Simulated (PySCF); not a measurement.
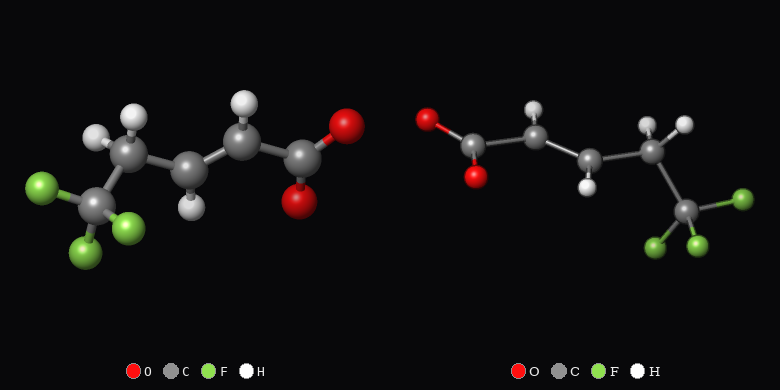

Both panels show the same species.

The species has charge −1 and is a spin singlet. Computed geometry: PBE0-D3(BJ)/def2-SVP optimisation. No frequency run is at hand to confirm it as a minimum.

**Give the formula.**

C5H4F3O2(-), 14 atoms: 5 carbon, 4 hydrogen, 3 fluorine and 2 oxygen.

**Name functional groups in it.**

Among them: alkene, C–F bond.

**Describe its rings.**

It has no ring.

**Count the bonded pairs by element.**

4 C–C, 4 C–H, 3 C–F, 2 C–O.

**Write the SMILES.**

O=C([O-])/C=C/CC(F)(F)F

The parts below concern this one geometry. Atoms keep their numbers from picture to picture.

### Geometry

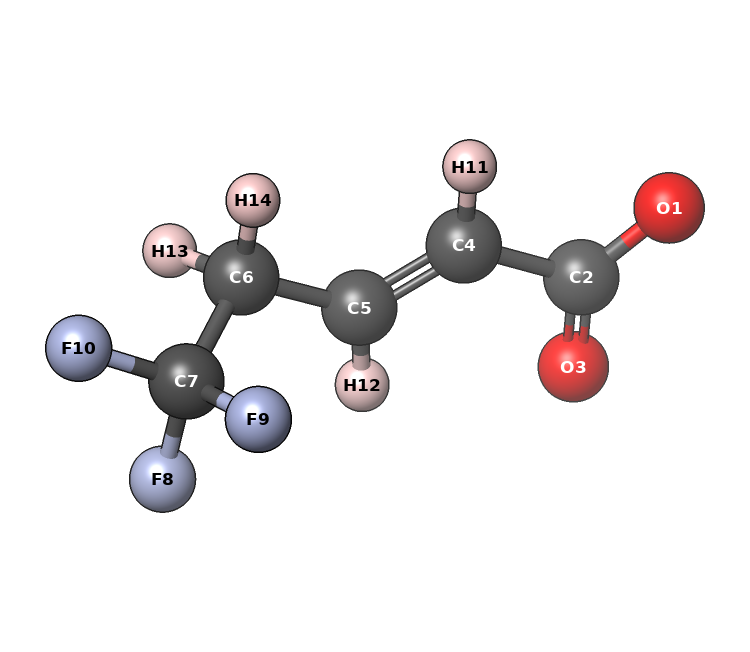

Depth is shown by fading: the farther an atom, the more it takes the colour of the background. No frequency run is at hand to confirm it as a minimum.

**Find the stereocentres and stereogenic double bonds.**

Double bonds: C4=C5.

**Give the R/S and E/Z labels.**

C4=C5: E.

### Electronic properties

No frequency run is at hand to confirm it as a minimum. Properties computed with B3LYP/def2-SVPD in dimethylsulfoxide (IEF-PCM) (PySCF 2.14.0). Excitations: vertical, linear response.

What does the calculation give?

- HOMO energy (Kohn–Sham orbital): −6.58 eV
- LUMO energy (Kohn–Sham orbital): −0.60 eV
- HOMO–LUMO gap: 5.97 eV
- mean static polarisability: 104.0 bohr³
- lowest vertical singlet excitation: 4.70 eV
- its oscillator strength: 0.000
- brightest of the 6 lowest singlets: 6.29 eV
- its oscillator strength: 0.33

### Charges

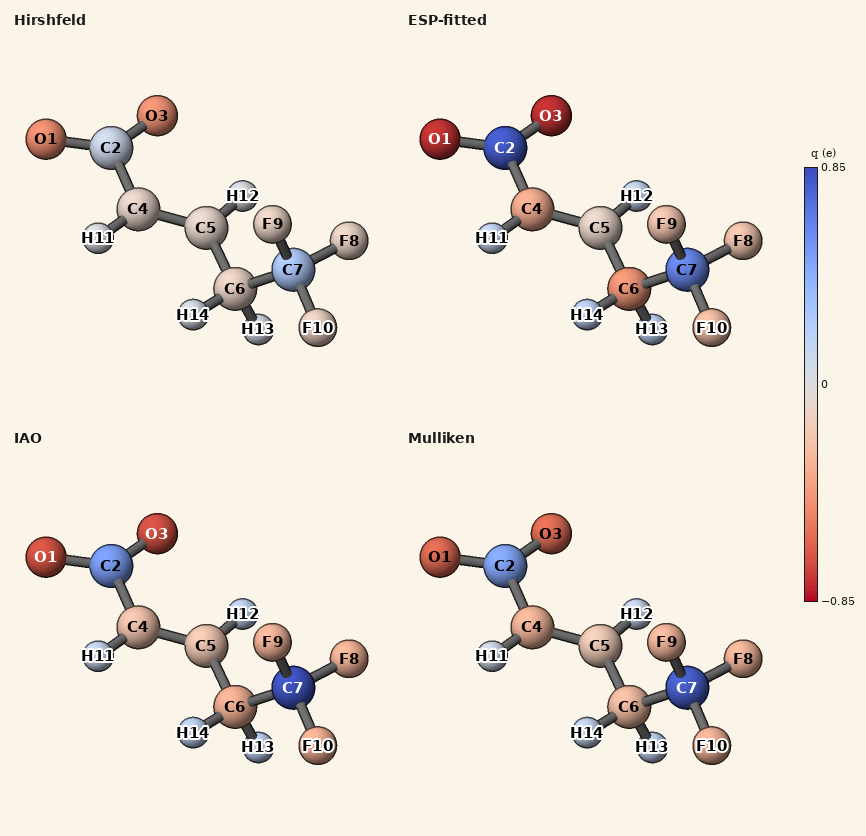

Atomic charges of one calculation by 4 schemes, on one colour scale. No frequency run is at hand to confirm it as a minimum. Method: PBE0/pcSseg-1 in cyclohexane (IEF-PCM) (PySCF 2.14.0).

**On which atom do the schemes disagree most?**

On C2 (from 0.09 to 0.78 e).

List the charges (e), one line for each set of equivalent atoms.

```json
{"atom": "O1", "Hirshfeld": "−0.45", "ESP-fitted": "−0.76", "IAO": "−0.67", "Mulliken": "−0.59"}
{"atom": "C2", "Hirshfeld": "0.09", "ESP-fitted": "0.78", "IAO": "0.50", "Mulliken": "0.45"}
{"atom": "O3", "Hirshfeld": "−0.44", "ESP-fitted": "−0.77", "IAO": "−0.67", "Mulliken": "−0.58"}
{"atom": "C4", "Hirshfeld": "−0.08", "ESP-fitted": "−0.32", "IAO": "−0.20", "Mulliken": "−0.28"}
{"atom": "C5", "Hirshfeld": "−0.08", "ESP-fitted": "−0.08", "IAO": "−0.18", "Mulliken": "−0.16"}
{"atom": "C6", "Hirshfeld": "−0.10", "ESP-fitted": "−0.43", "IAO": "−0.31", "Mulliken": "−0.24"}
{"atom": "C7", "Hirshfeld": "0.25", "ESP-fitted": "0.60", "IAO": "0.81", "Mulliken": "0.76"}
{"atom": "F8", "Hirshfeld": "−0.10", "ESP-fitted": "−0.20", "IAO": "−0.29", "Mulliken": "−0.28"}
{"atom": "F9", "Hirshfeld": "−0.10", "ESP-fitted": "−0.19", "IAO": "−0.29", "Mulliken": "−0.27"}
{"atom": "F10", "Hirshfeld": "−0.12", "ESP-fitted": "−0.24", "IAO": "−0.31", "Mulliken": "−0.29"}
{"atom": "H11", "Hirshfeld": "0.02", "ESP-fitted": "0.14", "IAO": "0.12", "Mulliken": "0.07"}
{"atom": "H12", "Hirshfeld": "0.02", "ESP-fitted": "0.13", "IAO": "0.15", "Mulliken": "0.11"}
{"atom": "H13", "Hirshfeld": "0.05", "ESP-fitted": "0.17", "IAO": "0.16", "Mulliken": "0.15"}
{"atom": "H14", "Hirshfeld": "0.05", "ESP-fitted": "0.17", "IAO": "0.16", "Mulliken": "0.14"}
```

### NMR shielding

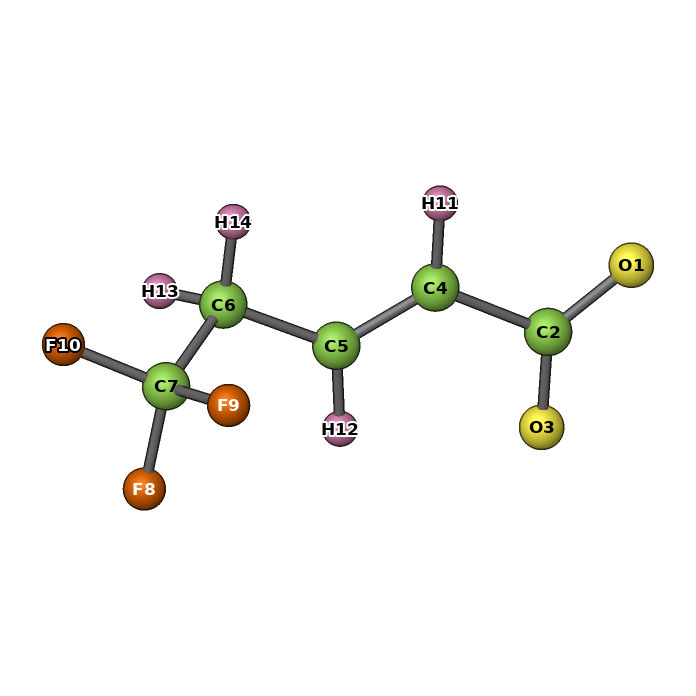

The questions are on isotropic NMR shieldings of the O atoms. No frequency run is at hand to confirm it as a minimum. Level of theory: GIAO PBE0/pcSseg-1 NMR shielding, non-relativistic, IEF-PCM cyclohexane (PySCF 2.14.0).

Give the isotropic NMR shieldings of the O atoms atom by atom.

```csv
atom,σ (ppm)
O1,−20.0
O3,34.0
```

Mulliken values depend strongly on the basis set and can even reverse the polarity of a bond.
